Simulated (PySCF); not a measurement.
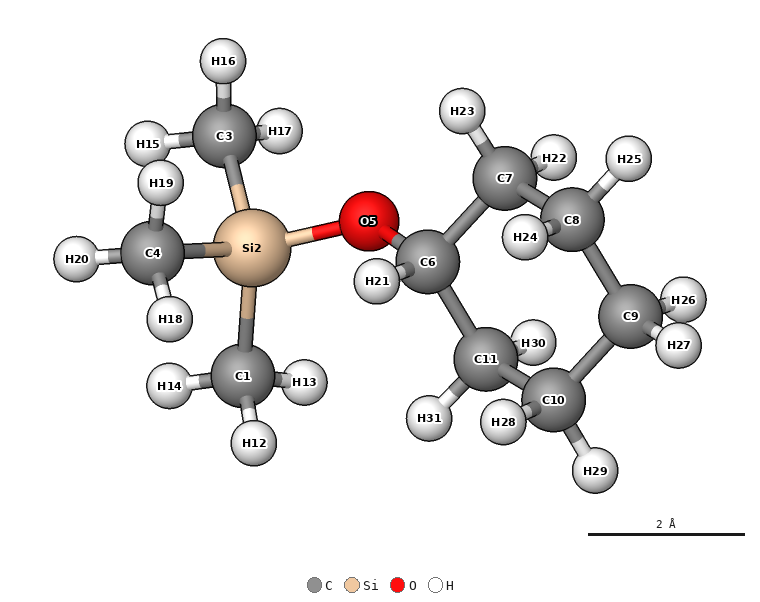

Figure 1. The structure as given in the input (ball-and-stick view, seen at a tilt; atoms are numbered from 1 in the order of the input). Bond lengths as drawn: C–C 1.51 to 1.53 Å, C–H 1.03 to 1.11 Å, C–O 1.41 Å, C–Si 1.89 to 1.93 Å and O–Si 1.63 Å.

## Geometry relaxation, with input and output: C9H20OSi

C9H20OSi, SMILES C[Si](C)(C)OC1CCCCC1, computed with PBE0-D3(BJ)/def2-SVP geometry optimisation, gas phase (PySCF 2.14.0).

What the program printed
```
step   0  E = -718.78586252  max force = 0.069266
step   1  E = -718.79933184  max force = 0.013278
step   2  E = -718.79995660  max force = 0.003642
step   3  E = -718.80004533  max force = 0.001014
step   4  E = -718.80008729  max force = 0.001304
step   5  E = -718.80013965  max force = 0.003513
step   6  E = -718.80027173  max force = 0.004205
step   7  E = -718.80042896  max force = 0.002877
step   8  E = -718.80062447  max force = 0.002129
step   9  E = -718.80057749  max force = 0.002256
step  10  E = -718.80058806  max force = 0.000971
step  11  E = -718.80060356  max force = 0.000386
step  12  E = -718.80060713  max force = 0.000569
step  13  E = -718.80062023  max force = 0.000481
step  14  E = -718.80062583  max force = 0.000231
optimisation converged
```

Trajectory as extended XYZ (Å, eV, eV/Å), 3 of the 15 frames kept, from step=0 to step=14
```
31
Properties=species:S:1:pos:R:3:forces:R:3 step=0 energy=-19559.15957
C     2.5281   -0.2932   -1.8301   -2.1754   0.9600   0.8332
Si    2.1484   -0.2497    0.0419    2.1254   0.3889  -0.3432
C     3.1202   -1.6118    0.9109    0.5437   1.4201   0.2925
C     2.6377    1.4892    0.7101   -3.5618  -1.0309   0.0845
O     0.6143   -0.6516    0.3997   -1.4031   0.0336   0.2509
C    -0.5849    0.0827    0.2845    0.0143  -1.2882  -0.1044
C    -1.5590   -0.4511    1.3276   -0.3524   0.2777  -1.0437
C    -2.8878    0.2862    1.2181   -0.3454  -1.0201   0.3141
C    -3.4880    0.1373   -0.1596    0.6464   0.3322  -0.4567
C    -2.5060    0.6534   -1.2119   -0.2021  -0.1919  -0.2095
C    -1.1763   -0.0762   -1.1073    0.1239   1.0354   0.1168
H     2.0161    0.5461   -2.3508    0.1069  -0.1419   0.2232
H     2.1429   -1.1881   -2.2919   -0.0906  -0.8004  -0.2738
H     3.5539   -0.1737   -2.0277    1.9004   0.0249  -0.2958
H     4.1976   -1.5046    0.7316    0.1874   0.0798  -0.0847
H     2.9879   -1.5727    2.0008   -0.1641  -0.0014   0.0667
H     2.8489   -2.5815    0.5659   -0.5043  -1.1960  -0.4327
H     2.0589    2.2779    0.1922    0.1360  -0.1075  -0.0375
H     2.3531    1.5662    1.7703    0.0865  -0.0502   0.1072
H     3.6395    1.7030    0.6154    2.9060   0.5056  -0.3355
H    -0.4003    1.1426    0.4710    0.0815   0.5341   0.1282
H    -1.7020   -1.5379    1.1447    0.0948   0.2784   0.1121
H    -1.1305   -0.3131    2.3005    0.4290  -0.0343   0.9691
H    -2.7588    1.3437    1.4369    0.0926   0.5129   0.2226
H    -3.5842   -0.1328    1.9648    0.0026   0.1988   0.0781
H    -3.7028   -0.9086   -0.3744   -0.0885  -0.5343   0.0018
H    -4.4329    0.6608   -0.2325   -0.5718   0.3718  -0.0236
H    -2.3366    1.7327   -1.0520   -0.0787   0.0432  -0.1111
H    -2.9132    0.5174   -2.2318   -0.0067   0.1692   0.1520
H    -1.3114   -1.1238   -1.3327   -0.0251  -0.8212  -0.0302
H    -0.4626    0.3161   -1.8425    0.0926   0.0516  -0.1705
31
Properties=species:S:1:pos:R:3:forces:R:3 step=7 energy=-19559.55594
C     2.4644    0.1163   -1.7170    0.0259  -0.0995   0.0142
Si    2.1633   -0.2791    0.0958    0.0726  -0.0588  -0.0228
C     3.2402   -1.7094    0.6361   -0.0477   0.0388  -0.0102
C     2.4897    1.2544    1.1306   -0.0766  -0.0676   0.0012
O     0.5924   -0.8229    0.3306   -0.0440   0.1479   0.0018
C    -0.5536   -0.0259    0.1325    0.0290  -0.0775  -0.0065
C    -1.4802   -0.1737    1.3303    0.0321  -0.0256   0.0507
C    -2.7776    0.6031    1.1459   -0.0148   0.0393   0.0097
C    -3.4870    0.2198   -0.1493    0.0066   0.0177   0.0073
C    -2.5592    0.3493   -1.3531   -0.0247   0.0362  -0.0508
C    -1.2633   -0.4276   -1.1549    0.0023  -0.0147   0.0116
H     1.8792    0.9814   -2.0646   -0.0160   0.0163   0.0096
H     2.1995   -0.7508   -2.3433   -0.0049   0.0223  -0.0087
H     3.5311    0.3369   -1.8882   -0.0251   0.0377  -0.0061
H     4.3098   -1.4829    0.5063    0.0046   0.0030  -0.0042
H     3.0637   -1.9481    1.6959    0.0045  -0.0108   0.0063
H     3.0023   -2.6061    0.0428    0.0176  -0.0048   0.0105
H     1.8646    2.1033    0.8125    0.0059   0.0141  -0.0035
H     2.2875    1.0644    2.1961    0.0156  -0.0028   0.0085
H     3.5422    1.5587    1.0290    0.0441   0.0367   0.0119
H    -0.2747    1.0469    0.0501    0.0001   0.0003  -0.0068
H    -1.6891   -1.2508    1.4564   -0.0123   0.0054  -0.0177
H    -0.9481    0.1472    2.2410   -0.0071   0.0104  -0.0222
H    -2.5565    1.6866    1.1304    0.0109  -0.0152  -0.0123
H    -3.4407    0.4423    2.0109   -0.0067  -0.0021  -0.0009
H    -3.8444   -0.8228   -0.0742    0.0147  -0.0085   0.0000
H    -4.3817    0.8478   -0.2910   -0.0175  -0.0282  -0.0015
H    -2.3256    1.4177   -1.5172    0.0166  -0.0083   0.0251
H    -3.0672    0.0093   -2.2702   -0.0038  -0.0046   0.0107
H    -1.4710   -1.5105   -1.0926   -0.0010   0.0052  -0.0065
H    -0.5830   -0.2849   -2.0099   -0.0008  -0.0021   0.0015
31
Properties=species:S:1:pos:R:3:forces:R:3 step=14 energy=-19559.56130
C     2.4264    0.3151   -1.6644    0.0119  -0.0085  -0.0019
Si    2.1761   -0.2607    0.1060    0.0077   0.0045  -0.0046
C     3.2547   -1.7352    0.4926   -0.0058   0.0002   0.0052
C     2.5080    1.1567    1.2925   -0.0063  -0.0013  -0.0017
O     0.6023   -0.8058    0.3092   -0.0074  -0.0003   0.0019
C    -0.5463   -0.0313    0.0649    0.0021  -0.0014  -0.0040
C    -1.4192   -0.0045    1.3126    0.0020  -0.0015   0.0032
C    -2.7276    0.7408    1.0745    0.0003   0.0045  -0.0035
C    -3.4874    0.1646   -0.1161    0.0030  -0.0010   0.0013
C    -2.6175    0.1499   -1.3691    0.0003   0.0030  -0.0024
C    -1.3093   -0.5948   -1.1278    0.0008  -0.0007   0.0032
H     1.7583    1.1539   -1.9167   -0.0023   0.0014   0.0037
H     2.2243   -0.5040   -2.3723    0.0002   0.0016  -0.0001
H     3.4622    0.6553   -1.8256   -0.0061   0.0039  -0.0024
H     4.3229   -1.4861    0.3935    0.0008   0.0024  -0.0020
H     3.0787   -2.0854    1.5215    0.0011  -0.0015  -0.0008
H     3.0315   -2.5687   -0.1911    0.0021   0.0004   0.0007
H     1.8364    2.0081    1.0974    0.0037   0.0029  -0.0001
H     2.3508    0.8354    2.3341    0.0058  -0.0003   0.0006
H     3.5435    1.5218    1.1999   -0.0046  -0.0008  -0.0001
H    -0.2686    1.0185   -0.1757   -0.0022  -0.0006   0.0024
H    -1.6208   -1.0520    1.5977   -0.0013   0.0005   0.0014
H    -0.8494    0.4437    2.1427    0.0002   0.0002  -0.0028
H    -2.5108    1.8076    0.8821   -0.0018  -0.0002   0.0030
H    -3.3511    0.7144    1.9825   -0.0001  -0.0051   0.0004
H    -3.7993   -0.8690    0.1194   -0.0035   0.0007   0.0001
H    -4.4126    0.7358   -0.2958    0.0011   0.0018  -0.0004
H    -2.3965    1.1911   -1.6680   -0.0010  -0.0013  -0.0011
H    -3.1614   -0.3016   -2.2142   -0.0006  -0.0039   0.0025
H    -1.5084   -1.6606   -0.9192   -0.0001   0.0003  -0.0014
H    -0.6629   -0.5633   -2.0198    0.0000   0.0002  -0.0003
```

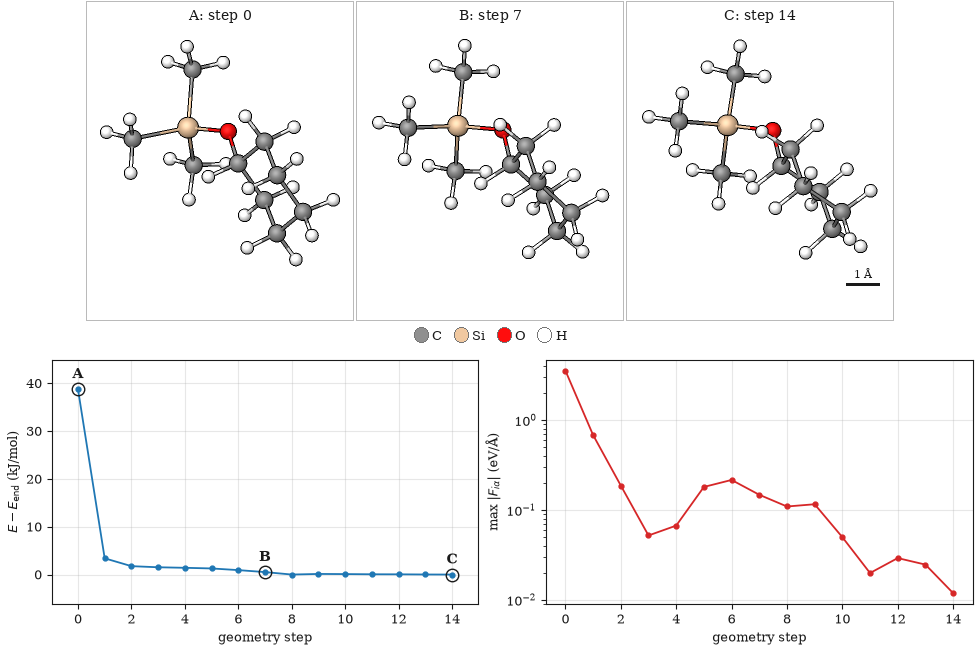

Figure 2. Frames of the relaxation (ball-and-stick view, seen at a tilt) above the curves, on which the letters mark them (steps are counted from 0).

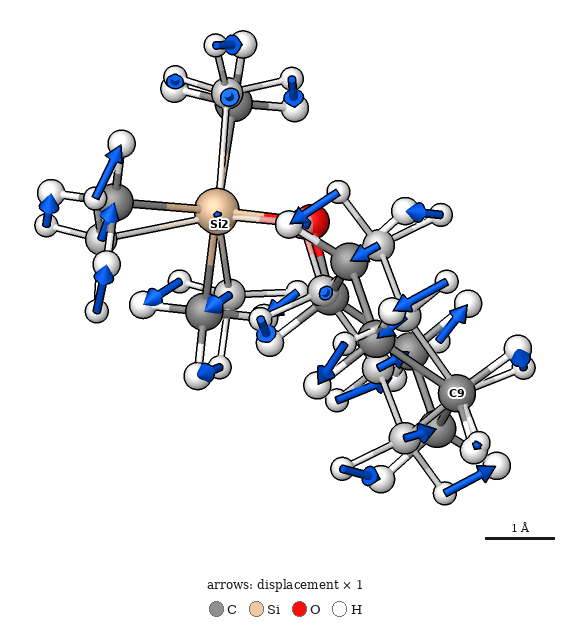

Figure 3. Start (faint) and end (solid) with the displacements as blue arrows, at true length (ball-and-stick view, seen at a tilt). The two geometries are laid on each other by the best rigid fit. H31 moves most after the best rigid fit: 0.95 Å. By element the largest moves are H 0.95 Å, C 0.66 Å, O 0.17 Å, Si 0.08 Å. Among the contacts that change: C4–H20 1.029 → 1.102 Å, Si2–O5 1.626 → 1.678 Å, C1–H14 1.051 → 1.102 Å, Si2–C4 1.926 → 1.878 Å. Among the angles that change: Si2–O5–C6 130.9° → 124.5°, C1–Si2–O5 113.4° → 109.8°, H13–C1–H14 111.2° → 107.9°. After 14 geometry steps the energy has fallen by 38.8 kJ/mol. The largest force component goes from 3.6 to 0.012 eV/Å. (Atoms are counted from 1 in the order of the input.)

The run was set up as follows.

The input
```
{"job": {"xc": "PBE0", "basis": "def2-SVP", "d3": "d3bj", "grid": 1, "shake": 0.01, "kind": "geom"}, "charge": 0, "multiplicity": 1}
C      2.528080    -0.293150    -1.830080
Si     2.148420    -0.249660     0.041920
C      3.120230    -1.611820     0.910880
C      2.637740     1.489160     0.710130
O      0.614290    -0.651600     0.399750
C     -0.584880     0.082720     0.284470
C     -1.559010    -0.451140     1.327600
C     -2.887830     0.286170     1.218080
C     -3.487980     0.137320    -0.159560
C     -2.506020     0.653410    -1.211850
C     -1.176280    -0.076220    -1.107310
H      2.016130     0.546050    -2.350780
H      2.142850    -1.188110    -2.291950
H      3.553880    -0.173700    -2.027680
H      4.197630    -1.504610     0.731580
H      2.987890    -1.572700     2.000790
H      2.848910    -2.581510     0.565880
H      2.058940     2.277860     0.192160
H      2.353130     1.566170     1.770300
H      3.639450     1.703010     0.615390
H     -0.400340     1.142600     0.471020
H     -1.702040    -1.537900     1.144680
H     -1.130490    -0.313060     2.300530
H     -2.758850     1.343730     1.436860
H     -3.584150    -0.132790     1.964770
H     -3.702830    -0.908560    -0.374350
H     -4.432940     0.660830    -0.232480
H     -2.336610     1.732720    -1.052010
H     -2.913230     0.517360    -2.231770
H     -1.311390    -1.123780    -1.332710
H     -0.462620     0.316080    -1.842540
```

The first line tells a small driver script what to run in PySCF; the rest is the geometry in Å.

Command:
```bash
OMP_NUM_THREADS=2 python <driver script> task.json out
```

Key numbers

- outcome: converged
- total energy: −718.800626 hartree
- dipole moment: 0.95 D
- point group: C1
- hardware: 2 CPU threads, shared host
- wall time: 8.1 min (CPU time 19 min)
- peak memory: 1.6 GiB
